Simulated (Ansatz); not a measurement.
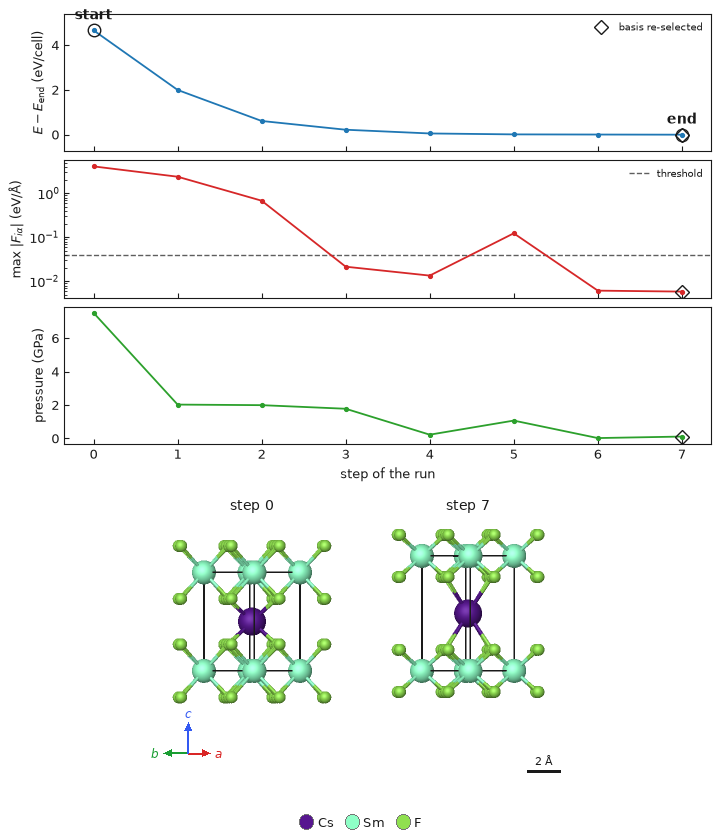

First and last geometry of a relaxation of a crystal of CsSmF4 (a generated structure, set up in P4/mmm) (coarse preliminary run), with the history of the run. Style: ball-and-stick. Shown: the cell of the calculation, from a free direction.

These are results of Ansatz 0.2.0, DFT PBE, scalar-relativistic, plane waves, PAW; 4f electrons in the core of a trivalent norm-conserving potential, not measurements. Settings: plane-wave cutoff 690 eV; k-point mesh 4 × 4 × 4; occupations gaussian; smearing width 0.1 eV; no spin polarisation; cell and atoms relaxed; force threshold 0.04 eV/Å; at most 70 steps.

What do the curves and the structures tell?

Answer. It converged. After 6 accepted moves (7 points after the start) the energy has fallen by 4.663 eV per cell of the calculation. The largest force component goes from 4.1 to 0.0058 eV/Å. Pressure: 7.52 GPa at the start and 0.11 GPa at the end. At 1 point the geometry stayed and the basis and grid were re-selected for the new cell (energy shift of 6.3 meV per cell of the calculation at most each time). The largest moves relative to the cell, 0.60 Å, are those of F atoms. Cs and Sm stay in place. The drawn cell changes as follows: a = b 4.163 → 3.998 Å (−4.0 %), c 6.027 → 7.036 Å (+16.7 %); the volume changes by +7.6 %. Among the contacts that change: Cs–F 2.505 → 2.994 Å, F–Sm 2.637 → 2.379 Å. Among the angles between lasting bonds that change: Cs–F–Cs 112.4° → 83.8°, Sm–F–Sm 104.2° → 114.4°, Cs–F–Sm 110.0° → 113.8°. The space group stays P4/mmm (No. 123). Cost: 2.2 min on 1 thread of Intel(R) Xeon(R) Processor @ 2.50GHz (Skylake/Cascade Lake), on a shared host, peak memory 0.48 GiB.
